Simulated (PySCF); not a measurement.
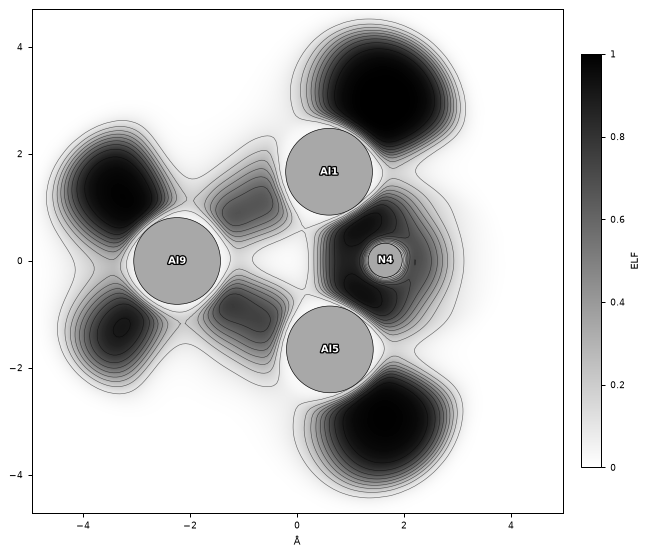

The picture shows: Al$_{3}$H$_{12}$N$_{3}$. Electron localisation function on the plane of atoms Al1, N4 and Al5. Grey discs cover the atomic cores.

Geometry: PBE0-D3(BJ)/def2-SVP.

Method: wB97X-D/def2-SVPD, SCF density, gas phase (PySCF 2.14.0).

```yaml
atoms:
  - { symbol: Al, position_ang: [1.6846, -0.6728, -0.3722] }
  - { symbol: H, position_ang: [2.3224, 0.7046, 0.1384] }
  - { symbol: H, position_ang: [2.6005, -1.8908, -0.8510] }
  - { symbol: N, position_ang: [0.4524, -0.1611, -1.8076] }
  - { symbol: Al, position_ang: [-1.2758, 0.5627, -1.2300] }
  - { symbol: H, position_ang: [-2.1704, -0.7231, -0.8971] }
  - { symbol: H, position_ang: [-1.7640, 1.6775, -2.2652] }
  - { symbol: N, position_ang: [-0.7929, 1.4061, 0.4676] }
  - { symbol: Al, position_ang: [-0.4991, 0.1551, 1.9524] }
  - { symbol: H, position_ang: [-1.9376, -0.3397, 2.4385] }
  - { symbol: H, position_ang: [0.5537, 0.7673, 2.9857] }
  - { symbol: N, position_ang: [0.4217, -1.2867, 0.9892] }
  - { symbol: H, position_ang: [0.2688, -0.9658, -2.4128] }
  - { symbol: H, position_ang: [0.9322, 0.5115, -2.4111] }
  - { symbol: H, position_ang: [-1.5473, 2.0452, 0.7331] }
  - { symbol: H, position_ang: [0.0311, 2.0049, 0.3587] }
  - { symbol: H, position_ang: [0.9336, -1.8510, 1.6730] }
  - { symbol: H, position_ang: [-0.2702, -1.9269, 0.5881] }
```

What do the fields say about this system?

Answer.
- Atoms in the plane: Al and N.
- Al–N (1.96 Å): the ELF peaks at about 0.95 between the atoms: a shared but strongly polarised pair.
